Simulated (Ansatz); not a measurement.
# Be3N2 (P-3m1): following an unstable mode, part 3 of 3

Aim: this structure of Be3N2 (P-3m1) is to be tested for unstable modes, and one is followed downhill.

Ansatz 0.2.0; DFT PBEsol, scalar-relativistic, plane waves, PAW.

So far. Step 4 (The mode frozen in, largest atomic shift 0.32 Å): The run ends at a pressure of 5.06 GPa, with forces up to 0.47 eV/Å. Step 5 (Energy along the mode, all amplitudes (two of the runs …): The lowest of the steps tried is at 0.32 Å, 9.39 meV/atom below the parent; the bottom of the well need not coincide with a step.

### Step 7. The new phase in its own primitive cell

The relaxed structure is symmetrised, reduced to its primitive cell and relaxed tightly, as its phonons need.

input.yaml reads:

```yaml
crystal:
  lattice:
    - [4.9919881575, -1.4990787686, 0.0]
    - [4.9919881575, 1.4990787686, 0.0]
    - [-1.7674074986, 0.0, 4.3712940452]
  atoms:
    - { symbol: Be, position: [0.5879245166, 0.4120754834, 0.75] }
    - { symbol: Be, position: [0.4120754834, 0.5879245166, 0.25] }
    - { symbol: Be, position: [0.9826832466, 0.3721668005, 0.2682543743] }
    - { symbol: Be, position: [0.3721668005, 0.9826832466, 0.7682543743] }
    - { symbol: Be, position: [0.6278331995, 0.0173167534, 0.2317456257] }
    - { symbol: Be, position: [0.0173167534, 0.6278331995, 0.7317456257] }
    - { symbol: "N", position: [0.4248136958, 0.8323063439, 0.0737888281] }
    - { symbol: "N", position: [0.8323063439, 0.4248136958, 0.5737888281] }
    - { symbol: "N", position: [0.1676936561, 0.5751863042, 0.4262111719] }
    - { symbol: "N", position: [0.5751863042, 0.1676936561, 0.9262111719] }
kpoints:
  mp_grid: { grid: [8, 8, 6] }
hamiltonian:
  xc: pbesol
scf:
  occupations: { method: fixed }
output:
  forces: true
  stress: true
  eigenvalues: true
relax:
  adjacent_minimum: "off"
  f_tol: 0.001
  max_steps: 60
  cell: { stress_tol: 0.01 }
```

Started as:

```console
> ansatz run input.yaml --threads 4 --pin off --max-ram 7168MiB --backend cpu --events-out ev --progress --plain --runs-dir out
```

Numbers of over 12 decimals in the logs are rounded to 6 here.

Log:

```text
[...]
Crystal: 10 atoms, lattice volume = 65.424 Å³
Basis set: ecut = 420 eV, 1277 PW (Γ), exchange–correlation on 72×72×64 points (8 copies of the dense FFT grid, shifted against one another)
Bands: 26, of which v1, the nominal top of the filled ones, is band 16 counted from 1 (15 counted from 0)
Symmetry: 4 space group operations
[...]
k-points: 114 of 384
[...]
- { symbol: Be, position: [0.372167, 0.9826832466, 0.7682543743] }
    - { symbol: Be, position: [0.6278331995, 0.017317, 0.2317456257] }
    - { symbol: Be, position: [0.017317, 0.6278331995, 0.731746] }
    - { symbol: N, position: [0.424814, 0.8323063439, 0.0737888281] }
    - { symbol: N, position: [0.832306, 0.424814, 0.5737888281] }
    - { symbol: N, position: [0.167694, 0.575186, 0.4262111719] }
    - { symbol: N, position: [0.5751863042, 0.167694, 0.9262111719] }
[key lines of the parts left out:]
SCF converged after 5 iterations
Free energy (F): -2065.998175 eV
Fermi energy:    8.563652 eV
P = ⅓ Tr σ = 0.0001 GPa (0.001 kbar)
```

Elapsed: 6.4 s, on 4 threads of Arm Neoverse V1, shared host; peak memory 0.48 GiB.

Little changed from the start: no atom moved by 0.005 Å and no cell edge by 0.1 %.

Numbers from this step:

| Property | Result |
| --- | --- |
| pressure | 1.31e-4 GPa |
| direct gap on mesh | 4.496 eV |

The largest force component left is 0.049 meV/Å and the pressure is 0.000 GPa, within the tolerances set. The cell now holds 6.54 Å³/atom.

### Step 8. Modes of the new phase, k-mesh 8×8×6

A relaxed structure may still be a saddle point, so its zone-centre modes are computed. The response to a homogeneous field gives the Born charges and the dielectric tensor.

input.yaml: that of step 7 with these lines changed.

```diff
@@ -23,9 +23,6 @@
 output:
-  forces: true
-  stress: true
   eigenvalues: true
-relax:
-  adjacent_minimum: "off"
-  f_tol: 0.001
-  max_steps: 60
-  cell: { stress_tol: 0.01 }
+phonons:
+  method: dfpt
+  dielectric: true
+  rigid_motions: translations
```

Log:

```text
[...]
Crystal: 10 atoms, lattice volume = 65.424 Å³
Basis set: ecut = 420 eV, 1277 PW (Γ), exchange–correlation on 72×72×64 points (8 copies of the dense FFT grid, shifted against one another)
Bands: 26, of which v1, the nominal top of the filled ones, is band 16 counted from 1 (15 counted from 0)
Symmetry: 4 space group operations
k-points: 196 of 384 (irreducible under 1 space group operation, time reversal used)
[...]
SCF iter   1: F=—  HF=-2066.021520 eV  |F-HF|=—  |Δ(HF+E_count)|=         —  Δρ=1.02e-2  dr2=6.89e-2  ethr=1.77e-3  ⟨swp⟩=4.4  Hψ=22661  notcnv=0  defer=1327
[...]
SCF iter   8: F=-2065.998175 eV  HF=-2065.998175 eV  |F-HF|=3.18e-12  |Δ(HF+E_count)|=  3.08e-10  Δρ=2.01e-7  dr2=1.00e-11  ethr=1.00e-12  ⟨swp⟩=13.3  Hψ=34833  notcnv=0
SCF 1 converged in 8 iterations: F = -2065.998175 eV  dr2 = 1.00e-11
[...]
NSCF: frozen V_eff on 3 k-points
DFPT response loops at Γ: preconditioner auto → none (the input reference at scf.mixing.eps_inf says where Resta's filter doesn't serve); β = 0.50; Broyden in place of MSR1
── the response to a field inside a basis, on 8×8×6 k-points: an SCF that follows is theirs, and a resumed run solves both again ──
Bands: 17, of which v1, the nominal top of the filled ones, is band 16 counted from 1 (15 counted from 0)
k-points: 108 of 384
[...]
Eigensolver: Dense (108 Hₖ)
SCF iter   1: F=—  HF=-2065.994397 eV  |F-HF|=—  |Δ(HF+E_count)|=         —  Δρ=3.19e-4  dr2=1.11e-5  ethr=1.00e-1
[...]
SCF iter   4: F=-2065.994403 eV  HF=-2065.994403 eV  |F-HF|=1.24e-9  |Δ(HF+E_count)|=   8.04e-8  Δρ=3.61e-6  dr2=2.95e-9  ethr=1.87e-9
SCF 1 converged in 4 iterations: F = -2065.994403 eV  dr2 = 2.95e-9
[...]
SCF converged after 8 iterations
Free energy (F): -2065.998175 eV
[...]
Internal energy: -2065.998175 eV  (E = F + TS)
E sigma→0 (E₀):  -2065.998175 eV
Fermi energy:    8.563651 eV
[...]
--- Band table (eV; the first three rows and the last of 196) ---
  k-point 0: bands = [... 12 lower, 7.5244, 8.1195, 8.3132, 8.5637, 13.3994, 13.7085, 14.6883, 15.7288, ... 6 higher]
  k-point 1: bands = [... 12 lower, 7.0572, 7.9352, 8.0284, 8.4277, 12.9582, 14.6188, 14.8716, 15.6659, ... 6 higher]
  k-point 2: bands = [... 12 lower, 6.7993, 7.1901, 7.7636, 8.2283, 12.9986, 14.5603, 15.6380, 15.7503, ... 6 higher]
  k-point 195: bands = [... 12 lower, 7.0013, 7.0013, 7.4526, 7.4526, 14.9009, 14.9009, 15.1162, 15.1162, ... 6 higher]
--- Phonons (Γ-DFPT): 9 representative perturbations + reference, on 196 of 384 k-points (Σ response iterations 27) ---
  k mesh reduced under 1 symmetry operation, with k and −k counted as one. Each operation leaves every solved perturbation unchanged. A smaller set is not considered because the run solves the response to a homogeneous field
  ASR residual: 1.111e-4 → 0.000e0 eV/Å²; symmetrization residual: 4.976e-7 eV/Å²
  ASR residual per site (eV/Å²): 4.54e-5 4.54e-5 1.11e-4 1.11e-4 1.11e-4 1.11e-4 8.71e-5 8.71e-5 8.71e-5 8.71e-5
  Γ frequencies (cm⁻¹): 0.00 0.00 0.00 341.93 366.85 367.62 427.00 428.70 432.89 464.90 502.11 512.36 522.60 549.45 566.12 596.90 628.32 659.75 680.20 702.83 718.28 760.01 761.08 769.61 770.52 800.17 803.00 845.12 879.47 970.91
  ε∞ (high-frequency dielectric tensor):
        5.284159     0.000000     0.156549
        0.000000     4.962666     0.000000
        0.156549     0.000000     5.081818
  ε⁰ (static dielectric tensor: ions relaxed, cell fixed):
       17.396612    -0.000000     2.187623
       -0.000000    12.455261     0.000000
        2.187623     0.000000    15.475642
  ε⁰ − ε∞ (ionic part):
       12.112453    -0.000000     2.031074
       -0.000000     7.492595     0.000000
        2.031074     0.000000    10.393824
  softest optical mode at Γ: 341.93 cm⁻¹; the repairs (sum rule, projections) moved no ω² at Γ by more than (2.11 cm⁻¹)²
  Born effective charges Z* (e; rows j = field, columns β = displacement):
    site 0:
         2.35190    0.00000    0.02740
         0.00000    1.69952    0.00000
         0.07445    0.00000    2.15755
    site 1:
         2.35190    0.00000    0.02740
         0.00000    1.69952    0.00000
         0.07445    0.00000    2.15755
    site 2:
         1.60745   -0.07805    0.02722
        -0.06505    1.69940    0.06227
         0.03160    0.07236    1.54581
    site 3:
         1.60745    0.07805    0.02722
         0.06505    1.69940   -0.06227
         0.03160   -0.07236    1.54581
    site 4:
         1.60745    0.07805    0.02722
         0.06505    1.69940   -0.06227
         0.03160   -0.07236    1.54581
    site 5:
         1.60745   -0.07805    0.02722
        -0.06505    1.69940    0.06227
         0.03160    0.07236    1.54581
    site 6:
        -2.78340   -0.25800   -0.04092
        -0.16018   -2.54916   -0.13508
        -0.06882    0.04360   -2.62458
    site 7:
        -2.78340    0.25800   -0.04092
         0.16018   -2.54916    0.13508
        -0.06882   -0.04360   -2.62458
    site 8:
        -2.78340    0.25800   -0.04092
         0.16018   -2.54916    0.13508
        -0.06882   -0.04360   -2.62458
    site 9:
        -2.78340   -0.25800   -0.04092
        -0.16018   -2.54916   -0.13508
        -0.06882    0.04360   -2.62458
  Z* charge neutrality: 3.900e-3 e pre-enforcement
  solved inside a basis spanned on kpoints, on 8×8×6 k-points, its susceptibility summed on 12×12×8: ε∞ is read to err by 1.7e-2, Z* by 1.0e-2 e (field_mesh: kpoints solves on kpoints); Z* is corrected for what the basis lacks
  optical modes at Γ without the LO–TO term, one row a degenerate level:
      ω (cm⁻¹)  modes    IR ((D/Å)²/amu)
        341.93      1             0.0000
[...]
optical modes at Γ + LO–TO along q̂ = [1.0000, 0.0000, 0.0000]:
      ω (cm⁻¹)  modes    IR ((D/Å)²/amu)
[...]
optical modes at Γ + LO–TO along q̂ = [0.0000, 1.0000, 0.0000]:
      ω (cm⁻¹)  modes    IR ((D/Å)²/amu)
[...]
optical modes at Γ + LO–TO along q̂ = [0.0000, 0.0000, 1.0000]:
      ω (cm⁻¹)  modes    IR ((D/Å)²/amu)
[...]
680.20      1             0.0000
        702.83      1            38.6387
        744.44      1             2.0256
        760.01      1            28.0810
        761.08      1             0.0000
        769.61      1             0.0000
        800.17      1             0.0000
        803.00      1             0.0000
        845.12      1             1.0990
        877.85      1             0.3697
        970.91      1             0.0000
       1033.26      1            88.3801
```

It took 2.3 min on 4 threads; peak memory 1.7 GiB.

This step gave:

```yaml
sum_rule_residual_before_enforcement: 1.11e-4 eV/Å²
miss_of_the_charge_sum_rule: 0.003900 e
estimated_error_of_the_dielectric_tensor: 0.01690
estimated_error_of_the_born_charges: 0.01008 e
point_group: 2/m
highest_optical_mode_at_the_zone_centre_no_lo_to_term: 970.9 cm⁻¹
lowest_optical_zone_centre_mode: 341.9 cm⁻¹
mean_high_frequency_dielectric_constant: 5.110
largest_born_charge_third_of_the_trace: -2.652 e
mean_static_dielectric_constant: 15.11
top_of_the_zone_centre_spectrum_with_the_field: 1033 cm⁻¹
```

Without the LO-TO term. Patterns of degenerate modes are one choice out of their space. The modes at Γ (shares of kinetic energy by element, %):

```tsv
mode	frequency (cm⁻¹)	symmetry	Be %	N %
1	0.0	acoustic	49	51
2	0.0	acoustic	49	51
3	0.0	acoustic	49	51
4	341.9	Ag	76	24
5	366.9	Bu	92	8
6	367.6	Bg	82	18
7	427.0	Au	87	13
8	428.7	Ag	30	70
9	432.9	Bg	41	59
10	464.9	Ag	77	23
11	502.1	Bg	84	16
12	512.4	Bu	51	49
13	522.6	Au	14	86
14	549.5	Bg	30	70
15	566.1	Bu	22	78
16	596.9	Au	89	11
17	628.3	Ag	56	44
18	659.8	Bg	88	12
19	680.2	Ag	60	40
20	702.8	Au	51	49
21	718.3	Bu	66	34
22	760.0	Au	37	63
23	761.1	Ag	71	29
24	769.6	Bg	20	80
25	770.5	Bu	72	28
26	800.2	Bg	68	32
27	803.0	Ag	30	70
28	845.1	Au	74	26
29	879.5	Bu	99	1
30	970.9	Bg	88	12
```

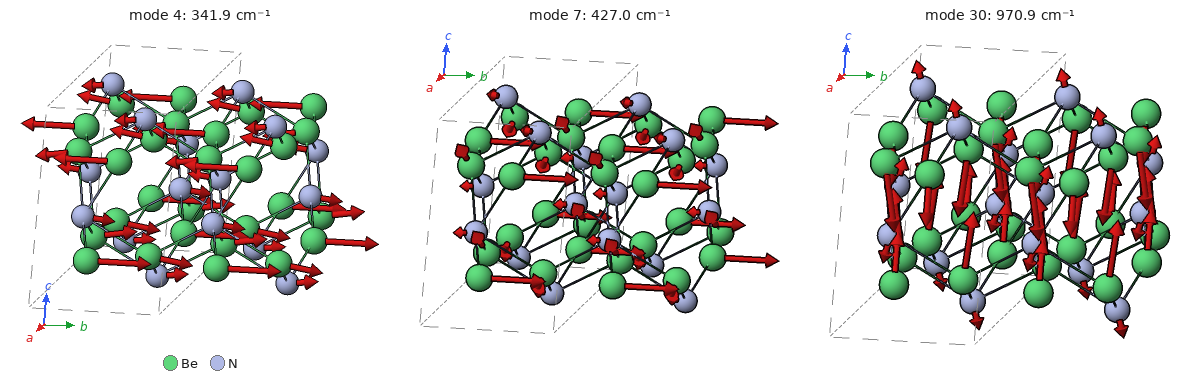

Displacement patterns of modes 4, 7 and 30 at Γ; arrows are exaggerated. 1×2×1 conventional cells are drawn. Some periodic images of atoms are drawn too.

Optical modes at the zone centre, without and with the macroscopic field of the longitudinal modes; each column is sorted by frequency, so a row need not hold one and the same mode. Modes with and without the field, by row:

```tsv
rank among optical modes	no field (cm⁻¹)	q along (1, 0, 0) (cm⁻¹)	q along (0, 1, 0) (cm⁻¹)	q along (0, 0, 1) (cm⁻¹)
1	341.9	341.9	341.9	341.9
2	366.9	367	366.9	367.6
3	367.6	367.6	367.6	426.5
4	427	427	428.7	427
5	428.7	428.7	432.9	428.7
6	432.9	432.9	464.9	432.9
7	464.9	464.9	475	464.9
8	502.1	502.1	502.1	502.1
9	512.4	522.6	512.4	522.6
10	522.6	549.5	522.6	548.9
11	549.5	562.6	549.5	549.5
12	566.1	596.9	566.1	571.8
13	596.9	628.3	601.3	596.9
14	628.3	659.8	628.3	628.3
15	659.8	680.2	659.8	659.8
16	680.2	682.3	680.2	680.2
17	702.8	702.8	718.3	702.8
18	718.3	760	734.8	744.4
19	760	761.1	761.1	760
20	761.1	766.5	769.6	761.1
21	769.6	769.6	770.5	769.6
22	770.5	800.2	800.2	800.2
23	800.2	803	803	803
24	803	845.1	842.8	845.1
25	845.1	879.2	879.5	877.9
26	879.5	970.9	970.9	970.9
27	970.9	989.6	1031	1033
```

Born charge (rows field, columns displacement) (e), principal values of the symmetric part by kind of site:

```tsv
atom	atoms with these values	low	middle	high	mean
Be1	2	1.70	2.14	2.36	2.07
Be3	4	1.49	1.61	1.75	1.62
N7	4	-2.92	-2.61	-2.43	-2.65
```

In full for Be1:

```
2.35 0.00 0.03
0.00 1.70 0.00
0.07 0.00 2.16
```

High-frequency dielectric tensor:

```
5.28 0.00 0.16
0.00 4.96 0.00
0.16 0.00 5.08
```

Static dielectric tensor (ions relaxed, fixed cell):

```
17.40  0.00  2.19
 0.00 12.46  0.00
 2.19  0.00 15.48
```

Transverse modes. Lines of the infrared spectrum (strongest = 100):

```tsv
position (cm⁻¹)	lines merged	relative intensity
342	1	0.0
367	1	23
368	1	0.0
427	1	18
429	1	0.0
433	1	0.0
465	1	0.0
502	1	0.0
512	1	100
523	1	0.0
549	1	0.0
566	1	6.2
597	1	2.6
628	1	0.0
660	1	0.0
680	1	0.0
703	1	40
718	1	45
760	1	29
761	1	0.0
770	2	31
800	1	0.0
803	1	0.0
845	1	1.1
880	1	0.6
971	1	0.0
```

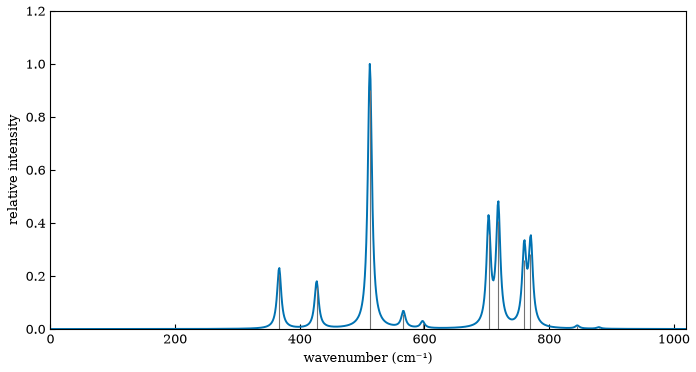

The infrared spectrum, broadened with Lorentzians of width 8 cm⁻¹; bars mark the lines.

Before it was imposed, the acoustic sum rule was missed by 1.1e-4 eV/Å² and the charge sum rule by 0.0039 e. Small misses are needed for a sound result but don't prove that mesh and cutoff are converged. The lowest optical mode is real, 342 cm⁻¹.

### Step 9. Results

- unstable mode of the parent: q = (0, -0.5, -0.5), 214i cm⁻¹
- depth at the lowest point sampled: 9.39 meV/atom
- largest atomic shift at that point: 0.32 Å
- space group reached (within 0.01 Å): C2/c
- energy gained over the parent (first relaxation, on the mesh of the frozen mode): 38.6 meV/atom
- volume per atom, phase reached: 6.54 Å³
- gap on the k-mesh, phase reached: 3.67 eV
- lowest optical zone-centre mode, phase reached: 342 cm⁻¹
- highest optical mode at the zone centre (no LO-TO term), phase reached: 971 cm⁻¹

What this shows: Along this mode the structure falls into C2/c, 38.6 meV/atom below the parent. At the parent's cell the well is 9.393 meV/atom deep on the steps tried, with its lowest point at a shift of 0.32 Å. Relaxing atoms and cell changes the gain by +29.25 meV/atom against the lowest step (energies at zero smearing). Most of the total comes from this relaxation. The new phase has no imaginary mode at the zone centre of its cell; other wavevectors were not checked. Of the 4 patterns followed to their end from this parent, this one ends 102 meV/atom above the lowest, R3m. Each path keeps the symmetry of its pattern, so a lower phase may lie along a pattern not tried. The program warns that the interpolation holds no quadrupole term, so branches close to Γ can be off in this crystal.

[Logs are printed without paths, hosts, clocks, repeated set-up lines and the standing remarks that a program may print on its own settings, such as how far it seeks lower states.]

[Hosts, paths, dates, database ids (printed as entryN), source tags and the programs' standing remarks are cut or masked in the printed files.]
